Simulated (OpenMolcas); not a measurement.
**singlet GeCNClF+: levels of theory compared**

Aim: a comparison of 6 runs (HF/STO-3G, HF/cc-pVDZ, B2PLYP/cc-pVDZ, M06-L/cc-pVDZ, PBE0/cc-pVDZ, revPBE/cc-pVDZ) of singlet GeCNClF+. 

The calculation is run with OpenMolcas 26.06.

## (1) The system as given

The species is GeCNClF+ (5 atoms), meant as a singlet with charge +1. As SMILES of the parent species, `N#[C][Ge]([F])[Cl]`. The coordinates come from a PBE0-D4/def2-TZVP relaxation. That shape belongs to the parent species and isn't relaxed for this state.

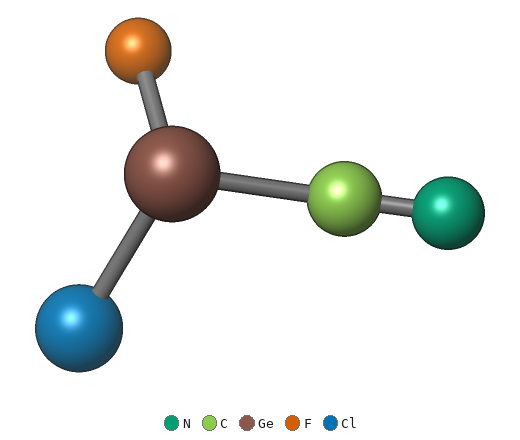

Viewed from a chosen angle; nitrogen teal, carbon green, germanium brown, fluorine orange, chlorine blue.

## (2) A single-point energy at HF/STO-3G (run 1)

run.inp reads:

```
>>> EXPORT MOLCAS_PRINT=2
&gateway
baslib=$CurrDir
basisset
N.STO-3G....
N1 1.169800 -1.332900 1.557000 angstrom
End of Basis
basisset
C.STO-3G....
C2 0.647700 -0.755000 0.707300 angstrom
End of Basis
basisset
Ge.STO-3G....
Ge3 -0.063200 0.127200 -0.853400 angstrom
End of Basis
basisset
F.STO-3G....
F4 -1.722100 -0.343000 -0.913400 angstrom
End of Basis
basisset
Cl.STO-3G....
Cl5 0.017500 2.230100 -0.539000 angstrom
End of Basis
&seward
&scf
charge=1
thresholds=1e-10 1e-07 1e-07 1e-05
prorbitals=1 1
```

The basis set STO-3G is read from a file made from the Basis Set Exchange's data (not shown).

Command:

```
$ export MOLCAS_MEM=1860
$ pymolcas run.inp > run.log
```

Standard output:

```text
--- Start Module: gateway ---
[...]
--- Stop Module: gateway /rc=_RC_ALL_IS_WELL_ ---
--- Start Module: seward ---
[...]
      Basis functions           42
--- Stop Module: seward /rc=_RC_ALL_IS_WELL_ ---
[...]
--- Start Module: scf ---
[...]
       Convergence after  20 Iterations
[...]
::    Total SCF energy                              -2695.2520726029
[...]
      Total spin, S                                     0.0000000000
[...]
      Total electronic charge=   70.000000
      Total            charge=    1.000000
[...]
      Dipole Moment (debye):
      Origin of the operator (angstrom)=   -0.0820    0.3453   -0.4483
                   X=  6.9673E-01               Y= -1.2846E+00               Z= -4.1907E+00           Total=  4.4382E+00
      Center of Charge (angstrom)
[...]
--- Stop Module: scf /rc=_RC_ALL_IS_WELL_ ---
[...]
```

Wall time 2.8 s (1 thread of Intel Xeon Platinum 8259CL at 2.50GHz (Skylake/Cascade Lake), shared host); peak memory 0.38 GiB.

## (3) A single-point energy at HF/cc-pVDZ (run 2)

run.input reads:

```
* CClFGeN Hartree-Fock

&gateway
  baslib = $CurrDir
  coord
  5
  angstrom
  N        1.169800      -1.332900       1.557000
  C        0.647700      -0.755000       0.707300
  Ge      -0.063200       0.127200      -0.853400
  F       -1.722100      -0.343000      -0.913400
  Cl       0.017500       2.230100      -0.539000
  basis = cc-pVDZ
  group = NoSym

&seward

&scf
  charge = 1
  thresholds = 1e-10 1e-07 1e-07 1e-05
  prorbitals = 1 2
```

The basis set cc-pVDZ is read from a file made from the Basis Set Exchange's data (not shown).

Command:

```
$ export MOLCAS_MEM=1860
$ pymolcas run.input > run.log
```

Standard output:

```text
--- Start Module: gateway ---
[...]
--- Stop Module: gateway /rc=_RC_ALL_IS_WELL_ ---
--- Start Module: seward ---
[...]
      Basis functions           87
--- Stop Module: seward /rc=_RC_ALL_IS_WELL_ ---
[...]
--- Start Module: scf ---
[...]
       Convergence after  21 Iterations
[...]
::    Total SCF energy                              -2726.2581062821
[...]
      Total spin, S                                     0.0000000000
[...]
      Total electronic charge=   70.000000
      Total            charge=    1.000000
[...]
      Dipole Moment (debye):
      Origin of the operator (angstrom)=   -0.0820    0.3453   -0.4483
                   X=  2.0753E+00               Y=  3.8405E-01               Z= -3.7858E+00           Total=  4.3343E+00
      Center of Charge (angstrom)
[...]
--- Stop Module: scf /rc=_RC_ALL_IS_WELL_ ---
[...]
```

Wall time 12 s (1 thread of Intel Xeon Platinum 8259CL at 2.50GHz (Skylake/Cascade Lake), shared host); peak memory 0.48 GiB.

## (4) A single-point energy at B2PLYP/cc-pVDZ (run 3)

run.input reads:

```
* CClFGeN Kohn-Sham DFT

&gateway
 baslib
 $CurrDir
 coord
 5
 angstrom
 N        1.169800      -1.332900       1.557000
 C        0.647700      -0.755000       0.707300
 Ge      -0.063200       0.127200      -0.853400
 F       -1.722100      -0.343000      -0.913400
 Cl       0.017500       2.230100      -0.539000
 basis
 cc-pVDZ
 group
 NoSym

&seward
 gridinput
 Grid=UltraFine
 End of Grid

&scf
 charge
 1
 ksdft
 B2PLYP_SCF
 thresholds
 1e-10 1e-07 1e-07 1e-05
 prorbitals
 1 2

&mbpt2
 frozen
 17
```

The basis set cc-pVDZ is read from a file made from the Basis Set Exchange's data (not shown).

Command:

```
$ export MOLCAS_MEM=1860
$ pymolcas run.input > run.log
```

Standard output:

```text
--- Start Module: gateway ---
[...]
--- Stop Module: gateway /rc=_RC_ALL_IS_WELL_ ---
[...]
      Basis functions           87
[...]
--- Start Module: scf ---
[...]
       Convergence after  20 Iterations
[...]
::    Total KS-DFT energy                           -2728.5827147546
[...]
      Total spin, S                                     0.0000000000
[...]
      Total electronic charge=   70.000000
      Total            charge=    1.000000
[...]
      Dipole Moment (debye):
      Origin of the operator (angstrom)=   -0.0820    0.3453   -0.4483
                   X=  1.7950E+00               Y=  5.2294E-01               Z= -3.1651E+00           Total=  3.6760E+00
      Center of Charge (angstrom)
[...]
--- Stop Module: scf /rc=_RC_ALL_IS_WELL_ ---
[...]
--- Start Module: mbpt2 ---
[...]
 ###    WARNING: MP2 implementation intended for RHF references only         ###
 ###############################################################################
MBPT2 WARNING: Reference function according to RunFile:KS-DFT
I'll assume you know what you're doing and continue
WARNING!
Default frozen orbitals as non valence orbitals is overwritten by user input.
Default values:  22
[...]
       Reference weight ( Cref**2 )         =        0.69062
::    Total MBPT2 energy                            -2729.4742792439
[...]
      Total MBPT2 calculations                           0.41      0.47
--- Stop Module: mbpt2 /rc=_RC_ALL_IS_WELL_ ---
[...]
```

Wall time 33 s (1 thread of Intel Xeon Platinum 8259CL at 2.50GHz (Skylake/Cascade Lake), shared host); peak memory 0.48 GiB.

Runs 4 to 5 aren't shown in full; the table further down has their settings and results.

## (5) The energy at revPBE/cc-pVDZ (run 6)

mol.input reads:

```
&gateway
 baslib
 $CurrDir
 coord
 5
 angstrom
 N        1.169800      -1.332900       1.557000
 C        0.647700      -0.755000       0.707300
 Ge      -0.063200       0.127200      -0.853400
 F       -1.722100      -0.343000      -0.913400
 Cl       0.017500       2.230100      -0.539000
 basis
 cc-pVDZ
 group
 NoSym

&seward
 gridinput
 Grid=UltraFine
 End of Grid

&scf
 charge
 1
 ksdft
 revPBE
 thresholds
 1e-10 1e-07 1e-07 1e-05
 prorbitals
 0
```

The basis set cc-pVDZ is read from a file made from the Basis Set Exchange's data (not shown).

Command:

```
$ export MOLCAS_MEM=1860
$ pymolcas mol.input > mol.log
```

Standard output:

```text
--- Start Module: gateway ---
[...]
--- Stop Module: gateway /rc=_RC_ALL_IS_WELL_ ---
--- Start Module: seward ---
[...]
      Basis functions           87
--- Stop Module: seward /rc=_RC_ALL_IS_WELL_ ---
[...]
--- Start Module: scf ---
[...]
       Convergence after  27 Iterations
[...]
::    Total KS-DFT energy                           -2729.2408016464
[...]
      Total spin, S                                     0.0000000000
[...]
      Total electronic charge=   70.000000
      Total            charge=    1.000000
[...]
      Dipole Moment (debye):
      Origin of the operator (angstrom)=   -0.0820    0.3453   -0.4483
                   X=  1.4822E+00               Y=  3.6515E-01               Z= -2.2195E+00           Total=  2.6938E+00
      Center of Charge (angstrom)
[...]
--- Stop Module: scf /rc=_RC_ALL_IS_WELL_ ---
[...]
```

Run time: 46 s. Hardware: 1 thread of Intel Xeon Platinum 8259CL at 2.50GHz (Skylake/Cascade Lake), shared host; peak memory 0.48 GiB.

## (6) The series

| run | level | frozen core orbitals | integration grid | energy (Eh) | HOMO energy (eV) | LUMO energy (eV) | HOMO–LUMO gap (eV) | wall time |
| --- | --- | --- | --- | --- | --- | --- | --- | --- |
| 1 | HF/STO-3G | – | – | -2695.252073 | -17.70 | -7.45 | 10.25 | 2.8 s |
| 2 | HF/cc-pVDZ | – | – | -2726.258106 | -19.10 | -9.55 | 9.55 | 12 s |
| 3 | B2PLYP/cc-pVDZ | 17 | UltraFine | -2728.823437 | -17.20 | -11.52 | 5.69 | 33 s |
| 4 | M06-L/cc-pVDZ | – | UltraFine | -2729.454595 | -15.00 | -13.12 | 1.88 | 67 s |
| 5 | PBE0/cc-pVDZ | – | UltraFine | -2728.907105 | -16.10 | -12.52 | 3.58 | 40 s |
| 6 | revPBE/cc-pVDZ | – | UltraFine | -2729.240802 | -14.55 | -12.93 | 1.62 | 46 s |

## (7) Outcome

| quantity | value |
| --- | --- |
| run 6: total energy | -2729.24080 Eh |
| run 6: HOMO energy | -14.55 eV |
| run 6: LUMO energy | -12.93 eV |
| run 6: HOMO–LUMO gap | 1.62 eV |

What this shows: The HOMO–LUMO gap runs from 1.62 eV (revPBE/cc-pVDZ) to 10.25 eV (HF/STO-3G). The two ends differ in method and basis. For B2PLYP the log adds the whole second-order term; the table takes 0.27 of it, as the functional is defined. Totals of different functionals can't be ranked against each other. In run 1 the basis is minimal, so the values are rough. All runs together took 3.3 min, the longest 67 s.
